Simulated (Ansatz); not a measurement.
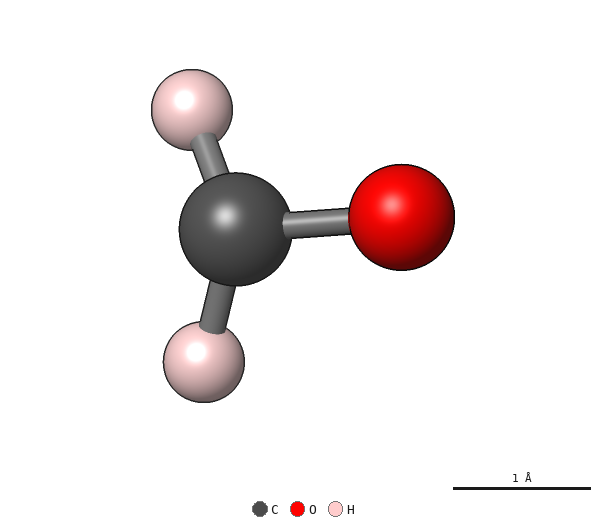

Ball-and-stick drawing of a structure. Every bond is drawn as one stick, whatever its order.

The species is neutral and a spin triplet. Computed geometry: PBE0-D4/def2-TZVP optimisation.

Description:

Formula CH₂O. SMILES: `[CH2][O]`. The point group is Cs. It is an open-shell species.

More results for the same structure follow; atom numbers are the same in all pictures, views and colours differ.

## Electronic properties

Method: UKS r2SCAN-D4/def2-TZVPP (Ansatz 0.2.0).

Question: What is the ⟨S²⟩ of the determinant?

Answer: 2.009.

Question: Estimate the dipole moment.

Answer: 1.47 D.

Question: What is the HOMO energy (Kohn–Sham orbital)?

Answer: −4.61 eV.

## Vibrations

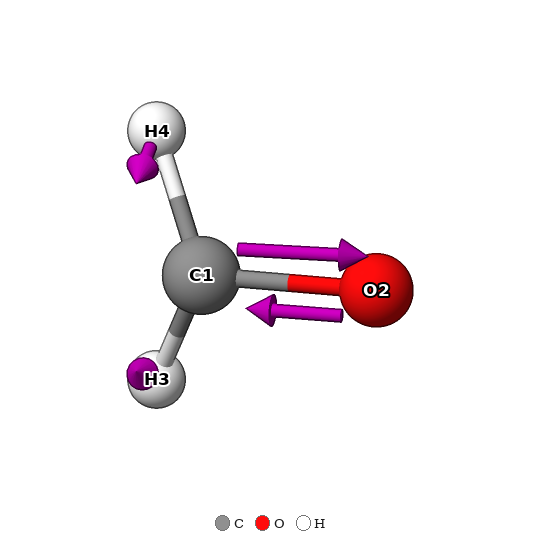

The arrows show one normal mode. Harmonic vibrations computed with UKS PBE0-D4/def2-TZVP (Ansatz 0.2.0) at a stationary point of the same level.

Question: Describe the motion.

Answer: Mostly C–O stretching.

Question: At what wavenumber does it lie?

Answer: 1314 cm⁻¹; it is mode 4 of 6 counted from the lowest.

## Thermal motion

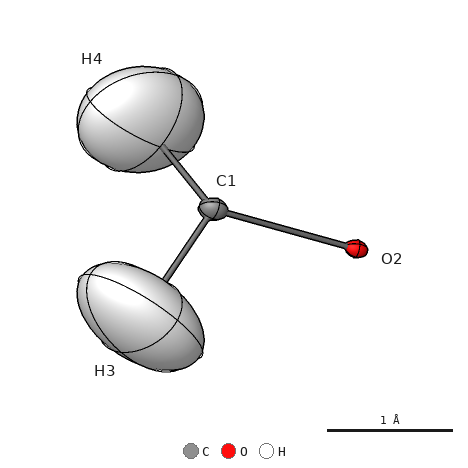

Displacement ellipsoids at the 50 % level, enlarged 3 times, from the internal vibrations of the free molecule (harmonic, no overall translation or rotation; no half-axis is drawn under 0.075 Å). Vibrations computed with UKS PBE0-D4/def2-TZVP (Ansatz 0.2.0). Temperature: 600 K.

Give the displacement parameters, one line for each set of equivalent atoms.

```json
{"atom": "C1", "U_eq (Å²)": "0.00054", "rms amplitudes (Å)": "0.019, 0.024, 0.026"}
{"atom": "O2", "U_eq (Å²)": "0.00019", "rms amplitudes (Å)": "0.006, 0.010, 0.021"}
{"atom": "H3, H4", "U_eq (Å²)": "0.0112", "rms amplitudes (Å)": "0.072, 0.103, 0.133"}
```

## Charges

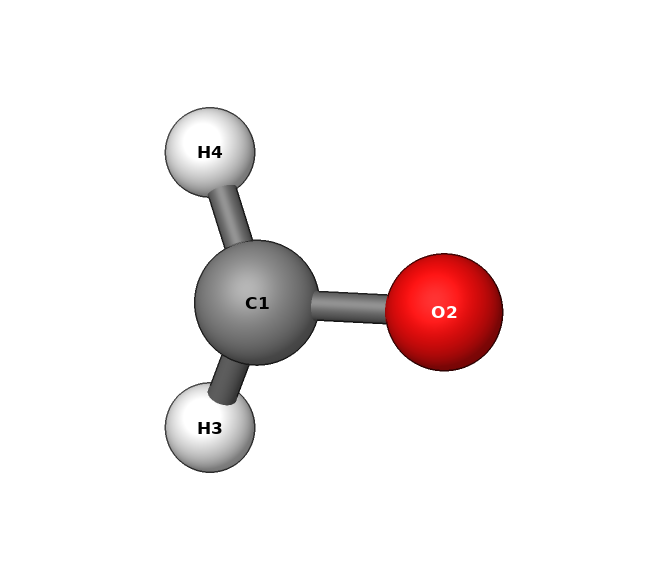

The questions are on Mulliken charges. Properties computed with UKS PBE-D4/def2-TZVPP (Ansatz 0.2.0).

List the Mulliken charges.

```json
{"atom": "C1", "value (e)": "−0.13"}
{"atom": "O2", "value (e)": "−0.12"}
{"atom": "H3", "value (e)": "0.13"}
{"atom": "H4", "value (e)": "0.13"}
```

Mulliken values depend strongly on the basis set and can even reverse the polarity of a bond. The spin state was imposed, and no run here compares it with a lower spin, which may lie lower.
